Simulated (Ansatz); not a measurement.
# GaCl2F: Born-Oppenheimer dynamics

What does GaCl2F do in its first 15 fs with a Nosé-Hoover thermostat, with the temperature set to 1500 K?

The runs use Ansatz 0.2.0, Gaussian basis; BLYP/6-31G* with D4 dispersion.

## 1. Structure used throughout

An earlier r2SCAN-D4/def2-SVP relaxation fixed the geometry.

4 atoms, charge 0, spin multiplicity 1.

Atoms are counted from 1 here; the program's logs count them from 0.

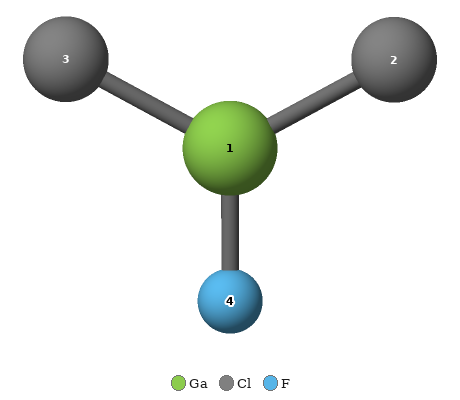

The structure; gallium green, chlorine grey, fluorine blue; atoms are numbered from 1 in the order of the file.

## 2. Dynamics

Input file in.yaml:

```yaml
crystal:
  periodic: [false, false, false]
  atoms:
    - {symbol: Ga, position_ang: [-0.035702, -0.059937, -0.000356]}
    - {symbol: Cl, position_ang: [2.076529, -0.145464, 0.014521]}
    - {symbol: Cl, position_ang: [-1.116604, 1.756794, -0.015470]}
    - {symbol: F, position_ang: [-0.924224, -1.551393, 0.001315]}
basis:
  gaussian: {orbitals: "6-31G*"}
hamiltonian: {xc: {name: BLYP}, dispersion: d4}
md: {timestep: 1 fs, n_steps: 15, ensemble: nvt_nose_hoover, temperature: 1500, initial_velocities: maxwell_boltzmann, seed: 890}
scf: {omitted_lower_state_checks: [starts]}
```

The run is started by

```
$ ansatz run in.yaml --threads 4 --pin off --events-out ev --progress --plain --max-ram 3916MiB
```

What it wrote:

```text
Functional definition: BLYP
  name "BLYP"
  cite "Becke, Phys. Rev. A 38, 3098 (1988) doi:10.1103/PhysRevA.38.3098"
  cite "Lee, Yang & Parr, Phys. Rev. B 37, 785 (1988) doi:10.1103/PhysRevB.37.785"
  parameter beta = 0.0042
  parameter a = 0.04918
  parameter b = 0.132
  parameter c = 0.2533
  parameter d = 0.349
  exchange = b88_x(beta = beta)
  correlation = lyp_c(a = a, b = b, c = c, d = d)
these checks for a lower state are left out or cut short: starts
970 factors; their error is unknown
mean field evaluation 1: about -80133.3601 eV, gradient 5.0e1 eV
mean field evaluation 2: about -80098.4415 eV, gradient 1.6e2 eV
mean field evaluation 4: about -80137.0342 eV, gradient 9.3e0 eV
mean field evaluation 8: about -80137.1514 eV, gradient 1.1e-1 eV
mean field -80137.15140644 eV, -2944.9859952744 hartree, gradient 5.5e-5 eV, S^2 0.000000; 0 other end points of the search recorded, 0 dependent functions left out
the calculation of the forces begins
reference -80137.15174606 eV, -2944.9860077554 hartree; 37, 37 occupied and 51, 51 virtual orbitals, 970 factors
md step     0: t =     0.00 fs  T =  1500.0 K  F+E_penalty+E_count = -80137.38749873 eV  E_kin = 0.387780 eV  conserved = -80136.99971873 eV  (23 SCF iters)
these checks for a lower state are left out or cut short: starts, cluster_reference, orbital_swaps, neighbouring_geometries, increment
970 factors; their error is unknown
mean field evaluation 16: about -80137.1823 eV, gradient 6.2e-1 eV
mean field -80137.15484457 eV, -2944.9861216233 hartree, gradient 1.7e-5 eV, S^2 0.000000; 0 other end points of the search recorded, 0 dependent functions left out
the calculation of the forces begins
reference -80137.15518425 eV, -2944.9861341064 hartree; 37, 37 occupied and 51, 51 virtual orbitals, 970 factors
md step     1: t =     1.00 fs  T =  1511.7 K  F+E_penalty+E_count = -80137.39049509 eV  E_kin = 0.390802 eV  conserved = -80136.99969335 eV  (28 SCF iters)
these checks for a lower state are left out or cut short: starts, cluster_reference, orbital_swaps, neighbouring_geometries, increment
970 factors; their error is unknown
mean field -80137.15432466 eV, -2944.9861025170 hartree, gradient 2.0e-5 eV, S^2 0.000000; 0 other end points of the search recorded, 0 dependent functions left out
the calculation of the forces begins
reference -80137.15466440 eV, -2944.9861150024 hartree; 37, 37 occupied and 51, 51 virtual orbitals, 970 factors
md step     2: t =     2.00 fs  T =  1508.0 K  F+E_penalty+E_count = -80137.38950661 eV  E_kin = 0.389844 eV  conserved = -80136.99966177 eV  (28 SCF iters)
these checks for a lower state are left out or cut short: starts, cluster_reference, orbital_swaps, neighbouring_geometries, increment
970 factors; their error is unknown
mean field evaluation 32: about -80137.1503 eV, gradient 6.6e-2 eV
mean field -80137.15027378 eV, -2944.9859536502 hartree, gradient 2.0e-5 eV, S^2 0.000000; 0 other end points of the search recorded, 0 dependent functions left out
the calculation of the forces begins
reference -80137.15061361 eV, -2944.9859661384 hartree; 37, 37 occupied and 51, 51 virtual orbitals, 970 factors
md step     3: t =     3.00 fs  T =  1490.5 K  F+E_penalty+E_count = -80137.38496154 eV  E_kin = 0.385335 eV  conserved = -80136.99962510 eV  (28 SCF iters)
these checks for a lower state are left out or cut short: starts, cluster_reference, orbital_swaps, neighbouring_geometries, increment
970 factors; their error is unknown
mean field -80137.14319226 eV, -2944.9856934089 hartree, gradient 2.1e-5 eV, S^2 0.000000; 0 other end points of the search recorded, 0 dependent functions left out
the calculation of the forces begins
reference -80137.14353217 eV, -2944.9857059005 hartree; 37, 37 occupied and 51, 51 virtual orbitals, 970 factors
md step     4: t =     4.00 fs  T =  1461.3 K  F+E_penalty+E_count = -80137.37736146 eV  E_kin = 0.377772 eV  conserved = -80136.99958729 eV  (28 SCF iters)
these checks for a lower state are left out or cut short: starts, cluster_reference, orbital_swaps, neighbouring_geometries, increment
970 factors; their error is unknown
mean field -80137.13360927 eV, -2944.9853412405 hartree, gradient 2.2e-5 eV, S^2 0.000000; 0 other end points of the search recorded, 0 dependent functions left out
the calculation of the forces begins
reference -80137.13394929 eV, -2944.9853537359 hartree; 37, 37 occupied and 51, 51 virtual orbitals, 970 factors
md step     5: t =     5.00 fs  T =  1422.3 K  F+E_penalty+E_count = -80137.36723704 eV  E_kin = 0.367687 eV  conserved = -80136.99955025 eV  (29 SCF iters)
these checks for a lower state are left out or cut short: starts, cluster_reference, orbital_swaps, neighbouring_geometries, increment
970 factors; their error is unknown
mean field -80137.12205114 eV, -2944.9849164870 hartree, gradient 2.2e-5 eV, S^2 0.000000; 0 other end points of the search recorded, 0 dependent functions left out
the calculation of the forces begins
reference -80137.12239128 eV, -2944.9849289870 hartree; 37, 37 occupied and 51, 51 virtual orbitals, 970 factors
md step     6: t =     6.00 fs  T =  1375.5 K  F+E_penalty+E_count = -80137.35511625 eV  E_kin = 0.355605 eV  conserved = -80136.99951636 eV  (27 SCF iters)
these checks for a lower state are left out or cut short: starts, cluster_reference, orbital_swaps, neighbouring_geometries, increment
970 factors; their error is unknown
mean field evaluation 64: about -80137.1090 eV, gradient 2.3e-5 eV
mean field -80137.10901108 eV, -2944.9844372737 hartree, gradient 2.3e-5 eV, S^2 0.000000; 0 other end points of the search recorded, 0 dependent functions left out
the calculation of the forces begins
reference -80137.10935136 eV, -2944.9844497789 hartree; 37, 37 occupied and 51, 51 virtual orbitals, 970 factors
md step     7: t =     7.00 fs  T =  1323.0 K  F+E_penalty+E_count = -80137.34149419 eV  E_kin = 0.342025 eV  conserved = -80136.99948565 eV  (28 SCF iters)
these checks for a lower state are left out or cut short: starts, cluster_reference, orbital_swaps, neighbouring_geometries, increment
970 factors; their error is unknown
mean field -80137.09493351 eV, -2944.9839199324 hartree, gradient 2.2e-5 eV, S^2 0.000000; 0 other end points of the search recorded, 0 dependent functions left out
the calculation of the forces begins
reference -80137.09527395 eV, -2944.9839324434 hartree; 37, 37 occupied and 51, 51 virtual orbitals, 970 factors
md step     8: t =     8.00 fs  T =  1266.4 K  F+E_penalty+E_count = -80137.32681739 eV  E_kin = 0.327392 eV  conserved = -80136.99946002 eV  (29 SCF iters)
these checks for a lower state are left out or cut short: starts, cluster_reference, orbital_swaps, neighbouring_geometries, increment
970 factors; their error is unknown
mean field -80137.08019679 eV, -2944.9833783682 hartree, gradient 2.5e-5 eV, S^2 0.000000; 0 other end points of the search recorded, 0 dependent functions left out
the calculation of the forces begins
reference -80137.08053740 eV, -2944.9833908853 hartree; 37, 37 occupied and 51, 51 virtual orbitals, 970 factors
md step     9: t =     9.00 fs  T =  1207.2 K  F+E_penalty+E_count = -80137.31146659 eV  E_kin = 0.312091 eV  conserved = -80136.99943776 eV  (29 SCF iters)
these checks for a lower state are left out or cut short: starts, cluster_reference, orbital_swaps, neighbouring_geometries, increment
970 factors; their error is unknown
mean field -80137.06511598 eV, -2944.9828241588 hartree, gradient 2.5e-5 eV, S^2 0.000000; 0 other end points of the search recorded, 0 dependent functions left out
the calculation of the forces begins
reference -80137.06545677 eV, -2944.9828366823 hartree; 37, 37 occupied and 51, 51 virtual orbitals, 970 factors
md step    10: t =    10.00 fs  T =  1146.7 K  F+E_penalty+E_count = -80137.29575944 eV  E_kin = 0.296439 eV  conserved = -80136.99942042 eV  (28 SCF iters)
these checks for a lower state are left out or cut short: starts, cluster_reference, orbital_swaps, neighbouring_geometries, increment
970 factors; their error is unknown
mean field -80137.04993960 eV, -2944.9822664368 hartree, gradient 2.4e-5 eV, S^2 0.000000; 0 other end points of the search recorded, 0 dependent functions left out
the calculation of the forces begins
reference -80137.05028056 eV, -2944.9822789670 hartree; 37, 37 occupied and 51, 51 virtual orbitals, 970 factors
md step    11: t =    11.00 fs  T =  1085.8 K  F+E_penalty+E_count = -80137.27994730 eV  E_kin = 0.280690 eV  conserved = -80136.99940724 eV  (28 SCF iters)
these checks for a lower state are left out or cut short: starts, cluster_reference, orbital_swaps, neighbouring_geometries, increment
970 factors; their error is unknown
mean field evaluation 96: about -80137.0349 eV, gradient 2.4e-5 eV
mean field -80137.03485945 eV, -2944.9817122515 hartree, gradient 2.4e-5 eV, S^2 0.000000; 0 other end points of the search recorded, 0 dependent functions left out
the calculation of the forces begins
reference -80137.03520059 eV, -2944.9817247883 hartree; 37, 37 occupied and 51, 51 virtual orbitals, 970 factors
md step    12: t =    12.00 fs  T =  1025.2 K  F+E_penalty+E_count = -80137.26422502 eV  E_kin = 0.265040 eV  conserved = -80136.99939728 eV  (28 SCF iters)
these checks for a lower state are left out or cut short: starts, cluster_reference, orbital_swaps, neighbouring_geometries, increment
970 factors; their error is unknown
mean field -80137.02002093 eV, -2944.9811669460 hartree, gradient 2.4e-5 eV, S^2 0.000000; 0 other end points of the search recorded, 0 dependent functions left out
the calculation of the forces begins
reference -80137.02036225 eV, -2944.9811794893 hartree; 37, 37 occupied and 51, 51 virtual orbitals, 970 factors
md step    13: t =    13.00 fs  T =   965.6 K  F+E_penalty+E_count = -80137.24874119 eV  E_kin = 0.249639 eV  conserved = -80136.99938931 eV  (28 SCF iters)
these checks for a lower state are left out or cut short: starts, cluster_reference, orbital_swaps, neighbouring_geometries, increment
970 factors; their error is unknown
mean field -80137.00553567 eV, -2944.9806346226 hartree, gradient 6.8e-6 eV, S^2 0.000000; 0 other end points of the search recorded, 0 dependent functions left out
the calculation of the forces begins
reference -80137.00587716 eV, -2944.9806471721 hartree; 37, 37 occupied and 51, 51 virtual orbitals, 970 factors
md step    14: t =    14.00 fs  T =   907.5 K  F+E_penalty+E_count = -80137.23361080 eV  E_kin = 0.234603 eV  conserved = -80136.99938304 eV  (29 SCF iters)
these checks for a lower state are left out or cut short: starts, cluster_reference, orbital_swaps, neighbouring_geometries, increment
970 factors; their error is unknown
mean field -80136.99149282 eV, -2944.9801185575 hartree, gradient 2.3e-5 eV, S^2 0.000000; 0 other end points of the search recorded, 0 dependent functions left out
the calculation of the forces begins
reference -80136.99183448 eV, -2944.9801311130 hartree; 37, 37 occupied and 51, 51 virtual orbitals, 970 factors
these checks for a lower state are left out or cut short: starts
970 factors; their error is unknown
mean field -80136.99149282 eV, -2944.9801185575 hartree, gradient 2.3e-5 eV, S^2 0.000000; 0 other end points of the search recorded, 0 dependent functions left out
the calculation of the forces begins
reference -80136.99183448 eV, -2944.9801311130 hartree; 37, 37 occupied and 51, 51 virtual orbitals, 970 factors
md step    15: t =    15.00 fs  T =   851.1 K  F+E_penalty+E_count = -80137.21892640 eV  E_kin = 0.220023 eV  conserved = -80136.99937968 eV  (13 SCF iters)
Total energy: -80137.21926805 eV, -2944.9884891427 hartree
Atom 0 at     0.024293    -0.116774    -0.003504 Å, force    -1.867382     1.643448     0.001260 eV/Å
Atom 1 at     2.114595    -0.139819     0.017110 Å, force     0.900143    -0.062220     0.002463 eV/Å
Atom 2 at    -1.215204     1.837804    -0.014137 Å, force     0.936500    -1.239428     0.001105 eV/Å
Atom 3 at    -1.031450    -1.504497     0.005549 Å, force     0.030739    -0.341800    -0.004827 eV/Å
Dipole moment:     0.281215    -0.113353    -0.003735 e Å
Checks for a lower state left out: starts
```

Run time: 11 s. Hardware: 4 threads of Arm Neoverse V1, shared host.

## 3. Frames and traces

Step by step, with energies from the first frame:

```
time (fs)  T (K)  potential (meV)  conserved (meV)  Ga1–Cl3 (Å)
      0.0   1500              0.0             0.00        2.114
      1.0   1512             -3.0             0.03        2.129
      2.0   1508             -2.0             0.06        2.145
      3.0   1491              2.5             0.09        2.160
      4.0   1461             10.1             0.13        2.175
      5.0   1422             20.3             0.17        2.190
      6.0   1376             32.4             0.20        2.205
      7.0   1323             46.0             0.23        2.220
      8.0   1266             60.7             0.26        2.233
      9.0   1207             76.0             0.28        2.247
     10.0   1147             91.7             0.30        2.260
     11.0   1086            107.6             0.31        2.272
     12.0   1025            123.3             0.32        2.284
     13.0    966            138.8             0.33        2.295
     14.0    907            153.9             0.34        2.305
     15.0    851            168.6             0.34        2.314
```

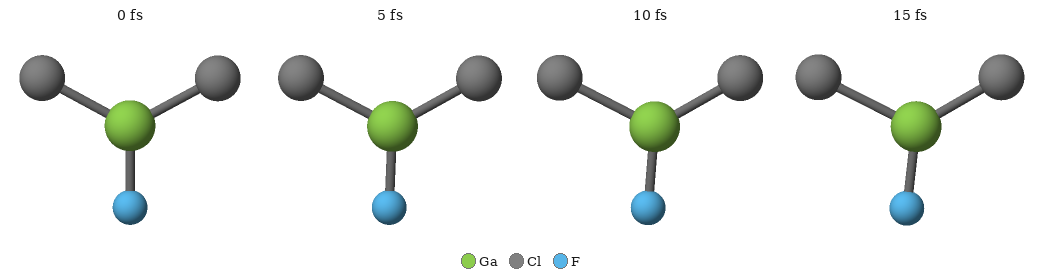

Four frames; sticks are those of the first frame.

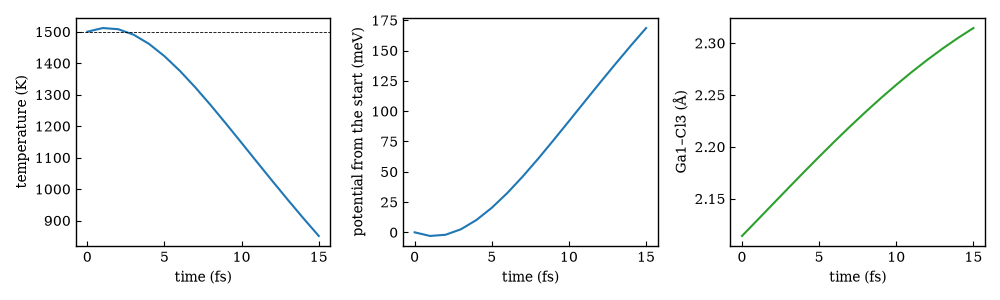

Temperature (the set value dashed), potential energy and the bond that swings most.

Positions (Å) and forces (eV/Å) at 15.0 fs:

```xyz
4

Ga    0.024   -0.117   -0.004   -1.867    1.643    0.001
Cl    2.115   -0.140    0.017    0.900   -0.062    0.002
Cl   -1.215    1.838   -0.014    0.936   -1.239    0.001
F    -1.031   -1.504    0.006    0.031   -0.342   -0.005
```

## 4. What came out

```
                              quantity                            value
                                length               15 steps of 1.0 fs
     temperature, first and last frame                      1500, 851 K
              temperature, second half  mean 1057 K, from 851 to 1266 K
                swing of the potential                          172 meV
largest change of the conserved energy                         0.34 meV
                      range of Ga1–Cl3                 2.114 to 2.314 Å
```

The temperature starts at 1500 K and ranges from 851 to 1512 K; in so small a system it swings widely. The conserved energy moves by 0.34 meV, 0.2 % of the potential's swing, so the step is short enough for this stretch. Ga1–Cl3 swings most, by 0.20 Å; no bond breaks. A run of 15 fs gives no averages.
